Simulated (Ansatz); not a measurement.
The reference is ScCuO₂ (space group P6_3/mmc, No. 194; a = 3.2028 Å, c = 11.2844 Å).

Perturbation: Se takes the place of O on all its sites; the structure is relaxed again.

The values are results of Kohn–Sham DFT with the PBEsol functional, run in Ansatz (an electronic-structure program) with PAW and 420 eV plane waves, without spin-orbit coupling, not measurements.

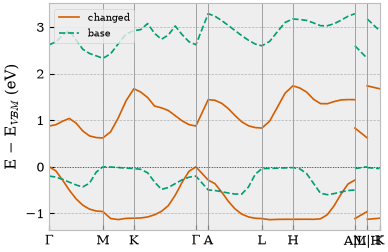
Highest valence and lowest conduction band along the path, each from its own valence-band maximum

### Question
From the figure, how large is the changed gap, and is it direct?

### Answer
About 0.62 eV, indirect, Γ → M.

Whether these cells are dynamically stable was not tested. As relaxed here, ScCuSe2 is a hypothetical phase, not in the database extracts checked. No Hubbard U is applied. The final runs are not spin-polarised.
